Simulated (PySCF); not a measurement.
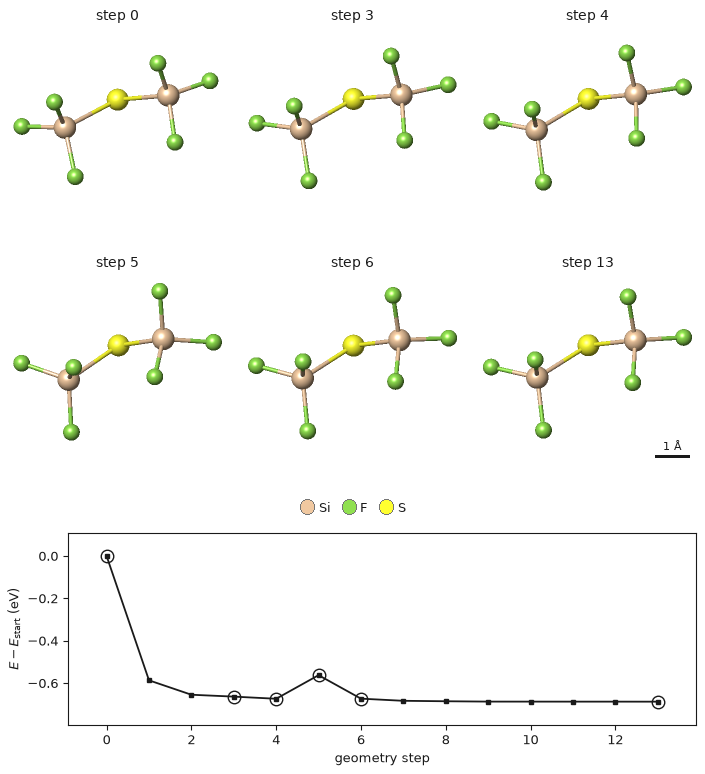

Frames of a relaxation of Si$_{2}$SF$_{6}$, marked on the history of the run. Style: ball-and-stick. Shown from a free direction.

The start comes from GFN2-xTB. Its atoms were then displaced at random by about 0.03 Å.

The calculation used PBE0-D3(BJ)/def2-SVP geometry optimisation, gas phase (PySCF 2.14.0, density-fitted response routines). 

Describe the path.

Over 13 geometry steps the energy falls by 0.687 eV. The atom that moves furthest after the best rigid fit is an F atom (0.51 Å). Largest moves by element: F 0.51 Å, Si 0.11 Å, S 0.05 Å. Near-neighbour distances that change, for instance: F–Si 1.489 → 1.593 Å, S–Si 2.196 → 2.110 Å, F–Si 1.563 → 1.597 Å, S–Si 2.081 → 2.110 Å. Among the angles between lasting bonds that change: F–Si–F 103.5° → 108.1°, F–Si–F 110.8° → 108.1°, Si–S–Si 100.4° → 97.9°. The run took 110 s on 1 thread of Arm Neoverse V2, on a shared host. From step 0 to 3: an F atom moves most (0.25 Å), energy −0.663 eV. From step 3 to 4: F atoms move most (0.13 Å), energy −0.010 eV. From step 4 to 5: F atoms move most (0.49 Å), energy +0.111 eV. From step 5 to 6: F atoms move most (0.24 Å), energy −0.111 eV. From step 6 to 13: an F atom moves most (0.10 Å), energy −0.014 eV.
